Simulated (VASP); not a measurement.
**Fermi-Dirac smearing in Pt**

How do entropy and free energy of the electrons in Pt grow with the Fermi-Dirac width, and how far does the Sommerfeld expansion hold?

Method: PBEsol; plane waves and PAW (Pt), in the first sound run; inputs show where later runs differ, in VASP 6.6.1.

## (1) Set-up

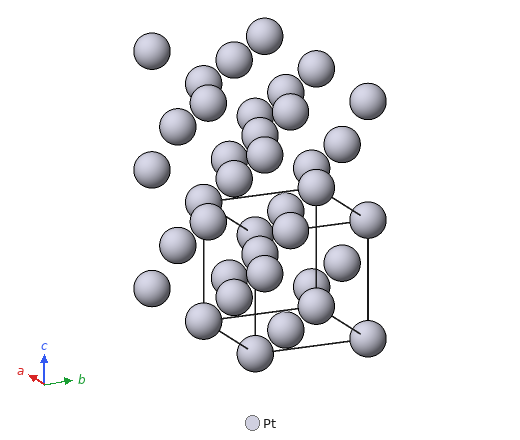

The cell as given, from a free direction (platinum light grey). 2×1×2 cells are drawn. This picture shows the conventional cell, with its axes. Some periodic images of atoms are drawn too.

Coordinates:

```cif
data_structure
_symmetry_space_group_name_H-M 'Fm-3m'
_symmetry_Int_Tables_number 225
_cell_length_a 3.9200
_cell_length_b 3.9200
_cell_length_c 3.9200
_cell_angle_alpha 90.000
_cell_angle_beta 90.000
_cell_angle_gamma 90.000
_cell_volume 60.24
loop_
_atom_site_label
_atom_site_type_symbol
_atom_site_symmetry_multiplicity
_atom_site_Wyckoff_symbol
_atom_site_fract_x
_atom_site_fract_y
_atom_site_fract_z
_atom_site_occupancy
Pt1 Pt 4 a 0.00000 0.00000 0.00000 1
```

## (2) Relax the crystal, PBEsol

The cell is relaxed and then held.

Level: PBEsol; plane waves and PAW (Pt).

The input, INCAR:

```
SYSTEM = Pt
PREC = Accurate
ENCUT = 450
EDIFF = 1E-07
NELM = 120
ISMEAR = 1
SIGMA = 0.15
LREAL = .FALSE.
ALGO = Normal
GGA = PS
NBANDS = 11
LASPH = .TRUE.
LORBIT = 11
LWAVE = .FALSE.
LCHARG = .FALSE.
KPAR = 8
IBRION = 2
NSW = 40
ISIF = 3
EDIFFG = -0.005
POTIM = 0.4
```

The input, POSCAR:

```
Pt
1.0
    0.0000000000      1.9600000000      1.9600000000
    1.9600000000      0.0000000000      1.9600000000
    1.9600000000      1.9600000000      0.0000000000
Pt
1
Direct
    0.0000000000      0.0000000000      0.0000000000
```

The input, KPOINTS:

```
Automatic mesh
0
Gamma
19 19 19
0 0 0
```

Potentials, in the order of the species: Pt (PBE family, release 64).

Launch:

```console
mpirun -np 8 vasp_std
```

Log:

```text
[banner, memory and clock lines left out]
running    8 mpi-ranks, on    1 nodes
[...]
|                                                                             |
|           W    W    AA    RRRRR   N    N  II  N    N   GGGG   !!!           |
|           W    W   A  A   R    R  NN   N  II  NN   N  G    G  !!!           |
|           W    W  A    A  R    R  N N  N  II  N N  N  G       !!!           |
|           W WW W  AAAAAA  RRRRR   N  N N  II  N  N N  G  GGG   !            |
|           WW  WW  A    A  R   R   N   NN  II  N   NN  G    G                |
|           W    W  A    A  R    R  N    N  II  N    N   GGGG   !!!           |
|                                                                             |
|     For optimal performance we recommend to set                             |
|       NCORE = 2 up to number-of-cores-per-socket                            |
|     NCORE specifies how many cores store one orbital (NPAR=cpu/NCORE).      |
|     This setting can greatly improve the performance of VASP for DFT.       |
[...]
DAV:   4    -0.696402870478E+01   -0.27579E-04   -0.76832E-05  5428   0.567E-02    0.722E-03
DAV:   5    -0.696402826482E+01    0.43996E-06   -0.10301E-06  5551   0.926E-03    0.196E-03
DAV:   6    -0.696402866399E+01   -0.39916E-06   -0.64061E-08  5598   0.152E-03    0.292E-04
DAV:   7    -0.696402865153E+01    0.12461E-07   -0.16081E-09  2666   0.288E-04
   2 F= -.69640287E+01 E0= -.69633134E+01  d E =0.396168E-03
 trial-energy change:    0.000396  1 .order    0.000410   -0.000708    0.001527
 step:   0.3246(harm=  0.3166)  dis= 0.00000  next Energy=    -6.964540 (dE=-0.115E-03)
[...]
N       E                     dE             d eps       ncg     rms          rms(c)
DAV:   1    -0.696772069934E+01   -0.36920E-02   -0.65938E-02  5041   0.241E+00    0.393E-01
DAV:   2    -0.696471878418E+01    0.30019E-02   -0.80960E-03  5008   0.685E-01    0.161E-01
DAV:   3    -0.696453603053E+01    0.18275E-03   -0.81414E-04  5553   0.206E-01    0.850E-02
DAV:   4    -0.696454135298E+01   -0.53225E-05   -0.31206E-05  5406   0.362E-02    0.288E-03
DAV:   5    -0.696454136844E+01   -0.15460E-07   -0.40547E-07  5766   0.503E-03
   3 F= -.69645414E+01 E0= -.69638075E+01  d E =-.116549E-03
[...]
reached required accuracy - stopping structural energy minimisation
```

Elapsed: 10 s, on 8 MPI ranks of Intel Xeon Platinum 8259CL at 2.50GHz (Skylake/Cascade Lake), shared host; peak memory 1.2 GiB.

Lines that name or quote the potential files are left out of all logs, and their timing lines are given in words.

OUTCAR, selected parts (step 2):

```text
  Total        0.0025394      0.0025394      0.0025394     -0.0000000     -0.0000000     -0.0000000
  in kB        0.2709681      0.2709681      0.2709681     -0.0000000     -0.0000000     -0.0000000
  external PRESSURE =       0.2709681 kB  Pullay stress =       0.0000000 kB

 POSITION                                       TOTAL-FORCE (eV/Angst)
 -----------------------------------------------------------------------------------
      0.00000      0.00000      0.00000        -0.000000      0.000000      0.000000
 -----------------------------------------------------------------------------------
    total drift:                               -0.000000     -0.000000      0.000000

  FREE ENERGIE OF THE ION-ELECTRON SYSTEM (eV)
  ---------------------------------------------------
  free  energy   TOTEN  =        -6.9645413684 eV

  energy  without entropy=       -6.9623398893  energy(sigma->0) =       -6.96380754

 reached required accuracy - stopping structural energy minimisation

[... 3 further parts left out ...]
[key lines of the parts left out:]
E-fermi :  11.1633
```

Numbers from this step:

| Quantity | Value |
| --- | --- |
| energy(sigma→0) of the program | -6.9638 eV |
| stress, compression positive | xx, yy, zz 0.03, 0.03, 0.03 GPa |
| volume | 15.015 Å³ |
| ionic steps | 3 |

## (3) Tetrahedra, PBEsol

Tetrahedra give the density of states at the Fermi level without smearing.

Level: PBEsol; plane waves and PAW (Pt).

The input, INCAR:

```
SYSTEM = Pt
PREC = Accurate
ENCUT = 450
EDIFF = 1E-08
NELM = 100
ISMEAR = -5
SIGMA = 0.15
LREAL = .FALSE.
ALGO = Normal
GGA = PS
NBANDS = 13
LASPH = .TRUE.
LORBIT = 11
LWAVE = .FALSE.
LCHARG = .FALSE.
KPAR = 2
ISIF = 2
NEDOS = 3001
```

The input, POSCAR:

```
Pt
1.0
    0.0000000000      1.9580803319      1.9580803319
    1.9580803319      0.0000000000      1.9580803319
    1.9580803319      1.9580803319      0.0000000000
Pt
1
Direct
    0.0000000000      0.0000000000      0.0000000000
```

The input, KPOINTS:

```
Automatic mesh
0
Gamma
34 34 34
0 0 0
```

Launch:

```console
mpirun -np 2 vasp_std
```

Log:

```text
[banner, memory and clock lines left out]
running    2 mpi-ranks, on    1 nodes
[...]
[... a notice as in an earlier step ...]

 LDA part: xc-table for (Slater+PW92), standard interpolation
 POSCAR, INCAR and KPOINTS ok, starting setup
[...]
entering main loop
       N       E                     dE             d eps       ncg     rms          rms(c)
DAV:   1     0.365856553572E+02    0.36586E+02   -0.47292E+03 27979   0.630E+02
DAV:   2    -0.680700321173E+01   -0.43393E+02   -0.41845E+02 34879   0.155E+02
DAV:   3    -0.741479482525E+01   -0.60779E+00   -0.60599E+00 34624   0.168E+01
DAV:   4    -0.741713260741E+01   -0.23378E-02   -0.23371E-02 33972   0.124E+00
[...]
DAV:  12    -0.696339963613E+01   -0.80101E-07   -0.34575E-09 26542   0.370E-04    0.264E-04
DAV:  13    -0.696339965784E+01   -0.21719E-07   -0.26006E-10 20532   0.868E-05    0.436E-05
DAV:  14    -0.696339965902E+01   -0.11707E-08   -0.14099E-11 17812   0.242E-05
   1 F= -.69633997E+01 E0= -.69633997E+01  d E =0.000000E+00
|                                                                             |
|           W    W    AA    RRRRR   N    N  II  N    N   GGGG   !!!           |
|           W    W   A  A   R    R  NN   N  II  NN   N  G    G  !!!           |
|           W    W  A    A  R    R  N N  N  II  N N  N  G       !!!           |
|           W WW W  AAAAAA  RRRRR   N  N N  II  N  N N  G  GGG   !            |
|           WW  WW  A    A  R   R   N   NN  II  N   NN  G    G                |
|           W    W  A    A  R    R  N    N  II  N    N   GGGG   !!!           |
|                                                                             |
|     Tetrahedron method does not include variations of the Fermi             |
|     occupations, so forces and stress will be inaccurate. We suggest        |
|     using a different smearing scheme ISMEAR = 1 or 2 for metals in         |
|     relaxations.                                                            |
|                                                                             |
```

The job ended after 73 s (2 MPI ranks; peak memory 0.53 GiB).

Parts of OUTCAR (step 3):

```text
  Total        0.0027142      0.0027142      0.0027142      0.0000000      0.0000000     -0.0000000
  in kB        0.2896212      0.2896212      0.2896212      0.0000000      0.0000000     -0.0000000
  external PRESSURE =       0.2896212 kB  Pullay stress =       0.0000000 kB

 POSITION                                       TOTAL-FORCE (eV/Angst)
 -----------------------------------------------------------------------------------
      0.00000      0.00000      0.00000         0.000000      0.000000      0.000000
 -----------------------------------------------------------------------------------
    total drift:                                0.000000      0.000000      0.000000

  FREE ENERGIE OF THE ION-ELECTRON SYSTEM (eV)
  ---------------------------------------------------
  free  energy   TOTEN  =        -6.9633996590 eV

  energy  without entropy=       -6.9633996590  energy(sigma->0) =       -6.96339966

[... 1 part as in an earlier step ...]

[... 2 further parts left out ...]
[key lines of the parts left out:]
E-fermi :  11.1734
```

Numbers from this step:

- energy(sigma→0) of the program: -6.9634 eV

The run ends at a pressure of 0.03 GPa.

## (4) Electron temperature, PBEsol

One member in full: SIGMA = 0.05 eV.

Level: PBEsol; plane waves and PAW (Pt).

Edit INCAR of step 3 so:

```diff
@@ -5,4 +5,4 @@
 NELM = 100
-ISMEAR = -5
-SIGMA = 0.15
+ISMEAR = -1
+SIGMA = 0.05
 LREAL = .FALSE.
@@ -17,2 +17 @@
 ISIF = 2
-NEDOS = 3001
```

POSCAR is that of step 3.

KPOINTS is that of step 3.

Launch:

```console
mpirun -np 2 vasp_std
```

Log:

```text
[... set-up lines as in an earlier step ...]
 entering main loop
       N       E                     dE             d eps       ncg     rms          rms(c)
DAV:   1     0.365642532025E+02    0.36564E+02   -0.47292E+03 27979   0.630E+02
DAV:   2    -0.681441380164E+01   -0.43379E+02   -0.41592E+02 34879   0.155E+02
DAV:   3    -0.742204177570E+01   -0.60763E+00   -0.60469E+00 34624   0.168E+01
DAV:   4    -0.742437688544E+01   -0.23351E-02   -0.23350E-02 33972   0.124E+00
[...]
DAV:  12    -0.697142149964E+01   -0.27745E-07   -0.19174E-09 25615   0.245E-04    0.372E-04
DAV:  13    -0.697142151323E+01   -0.13593E-07   -0.29811E-10 20217   0.119E-04    0.317E-05
DAV:  14    -0.697142151303E+01    0.19656E-09   -0.10801E-11 18122   0.216E-05
   1 F= -.69714215E+01 E0= -.69636630E+01  d E =-.155170E-01
```

The job ended after 68 s (2 MPI ranks; peak memory 0.51 GiB).

OUTCAR, selected parts (step 4):

```text
  LATTYP: Found a face centered cubic cell.
 ALAT       =     3.9161606638

 Subroutine GETGRP returns: Found 48 space group operations
 (whereof 48 operations were pure point group operations)

The static configuration has the point symmetry O_h .

 Found   1059 irreducible k-points:

   dimension x,y,z NGX =    20 NGY =   20 NGZ =   20
   dimension x,y,z NGXF=    40 NGYF=   40 NGZF=   40

   ENCUT  =  450.0 eV  33.07 Ry    5.75 a.u.   4.79  4.79  4.79*2*pi/ulx,y,z

   NELECT =      10.0000    total number of electrons

 E-fermi :  11.1794

 k-point     1 :       0.0000    0.0000    0.0000
  band No.  band energies     occupation
    ...
      2       7.3488      2.00000
      3       7.3488      2.00000
      4       7.3488      2.00000
      5       9.5437      2.00000
      6       9.5437      2.00000
      7      25.7928      0.00000
      8      30.7757      0.00000
      9      30.7757      0.00000
     10      30.7757      0.00000
     11      36.0905      0.00000
    ...

 k-point     2 :       0.0294    0.0000    0.0000
  band No.  band energies     occupation
    ...
      2       7.3324      2.00000
      3       7.3632      2.00000
      4       7.3632      2.00000
      5       9.5352      2.00000
      6       9.5352      2.00000
      7      25.8488      0.00000
      8      30.5673      0.00000
      9      30.8301      0.00000
     10      30.8301      0.00000
     11      36.3243      0.00000
    ...

  Total        0.0143224      0.0143224      0.0143224      0.0000000      0.0000000     -0.0000000
  in kB        1.5282909      1.5282909      1.5282909      0.0000000      0.0000000     -0.0000000
  external PRESSURE =       1.5282909 kB  Pullay stress =       0.0000000 kB

 POSITION                                       TOTAL-FORCE (eV/Angst)
 -----------------------------------------------------------------------------------
      0.00000      0.00000      0.00000         0.000000     -0.000000     -0.000000
 -----------------------------------------------------------------------------------
    total drift:                                0.000000      0.000000      0.000000

  FREE ENERGIE OF THE ION-ELECTRON SYSTEM (eV)
  ---------------------------------------------------
  free  energy   TOTEN  =        -6.9714215130 eV

  energy  without entropy=       -6.9559045181  energy(sigma->0) =       -6.96366302

 total charge
# of ion       s       p       d       tot
------------------------------------------
    1        0.636   0.621   8.037   9.294

[... 2 parts as in an earlier step ...]

[... 7 further parts left out ...]
```

Read from the output:

```
energy(sigma→0) of the program : -6.9637 eV
stress, compression positive   : xx, yy, zz 0.15, 0.15, 0.15 GPa
```

The run ends at a pressure of 0.15 GPa.

## (5) The whole series

The other members went through these steps as far as the tables show, on the same mesh; 6 runs are not shown. The session took 0.34 core hours (wall time by ranks) on a shared machine.

| width kT (eV) | temperature (K) | free energy less that of the narrowest width (meV/atom) | TS (meV/atom) | pressure (GPa) | shift of the Fermi level (eV) |
| --- | --- | --- | --- | --- | --- |
| 0.025 | 290 | 0.000 | 4.175 | 0.046 | 0.000 |
| 0.050 | 580 | -6.011 | 15.517 | 0.153 | 0.004 |
| 0.075 | 870 | -15.359 | 32.597 | 0.306 | 0.009 |
| 0.100 | 1160 | ? | ? | 0.490 | 0.015 |
| 0.150 | 1741 | -59.468 | 108.606 | 0.913 | 0.030 |
| 0.200 | 2321 | -99.466 | 174.320 | 1.382 | 0.050 |
| 0.300 | 3481 | -199.218 | 334.721 | 2.440 | 0.098 |

## (6) The Sommerfeld expansion

At low temperature TS = (π²/3) g (kT)², so TS, twice the difference of energy(sigma→0) and the free energy, over (π²/3)(kT)² is an effective density of states: 2.030, 1.887, 1.761, 1.467, 1.325, 1.130 states/eV/atom in the rows shown.

Fitting a parabola to the 6 known rows (σ: width in eV) gives g = 7.992 σ² − 5.828 σ + 2.162 in states/eV/atom; the residuals are 0.0064 states/eV/atom r.m.s.

At σ = 0.1 this predicts 1.660 states/eV/atom.

## (7) Checking the prediction

The calculation gives 1.651 states/eV/atom, so the prediction is 0.009 states/eV/atom too high, within twice the residual of the fit.

The parabola in σ is an empirical guide, not the expansion itself. Tetrahedra give g = 2.070 states/eV/atom at the Fermi level, the limit that the series should reach at zero width.

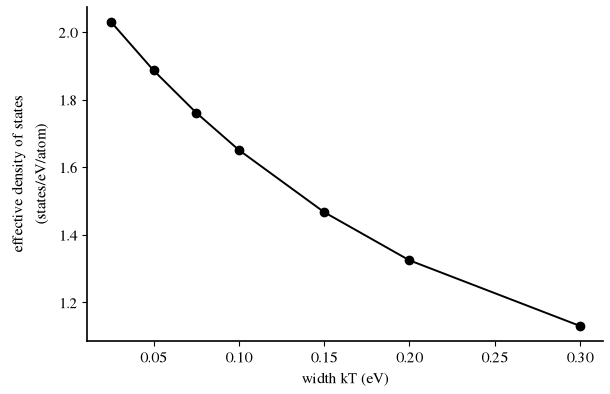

TS over (π²/3)(kT)² against the width.

## (8) Results

```json
{
  "density of states at the Fermi level, tetrahedra": "2.07 states/eV/atom",
  "Sommerfeld coefficient from it": "4.88 mJ per mole of atoms and K²",
  "pressure at the widest setting": "2.44 GPa",
  "error of the predicted g": "0.009 states/eV/atom"
}
```

What this shows: Against the tetrahedron value, the effective density of states stands at -2 % at 0.025 eV, -9 % at 0.05 eV, -20 % at 0.1 eV, -45 % at 0.3 eV. At the widest setting the states within reach are sparser than those at the Fermi level. Spin-orbit coupling is left out. The bare coefficient lacks the electron-phonon enhancement of measured heat capacities.

[Lines on the potential files, build, host, timing and source positions are cut from VASP's logs without a mark.]

[Logs are printed without paths, hosts, clocks, repeated set-up lines and the standing remarks that a program may print on its own settings, such as how far it seeks lower states.]

[Hosts, paths, dates, database ids (printed as entryN), source tags and the programs' standing remarks are cut or masked in the printed files.]
